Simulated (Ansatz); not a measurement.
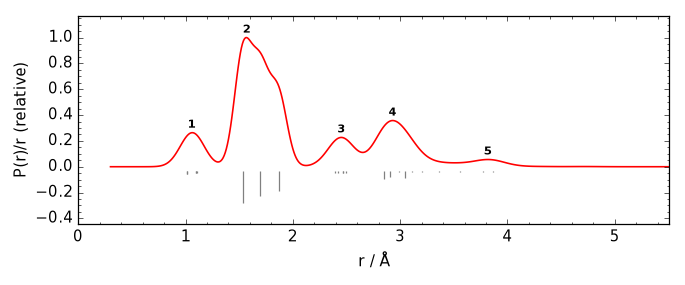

Simulated gas electron diffraction: radial distribution curve of CH5NOSi. Each pair of atoms contributes with weight ZᵢZⱼ/r (bars below the curve); damping constant 0.002 Å²; vibrational amplitudes assumed, not computed: 0.05 Å for bonds, 0.078 Å for bonds to H, 0.06 + 0.015 r up to 0.15 Å for other pairs. The geometry is the end point of an optimisation (RKS B3LYP-D4/def2-SVP (Ansatz 0.2.0)); it may be a saddle point or a higher isomer.

**Read the positions of the numbered peaks and name the main pairs (– for bonds).**

Peak 1, 1.06 Å: N–H 1.01–1.02 Å (×2), C–H 1.10 Å (×3), not resolved
Peak 2, 1.57 Å: Si–O 1.54 Å, Si–N 1.70 Å, not resolved; in its flanks Si–C 1.87 Å
Peak 3, 2.45 Å: Si···H 2.39–2.50 Å (×5), not resolved
Peak 4, 2.93 Å: O···N 2.85 Å, N···C 2.91 Å, O···C 3.05 Å, O···H 3.11–3.21 Å (×2), not resolved
Peak 5, 3.82 Å: O···H 3.56–3.86 Å (×3), N···H 3.81 Å, C···H 3.87 Å, not resolved
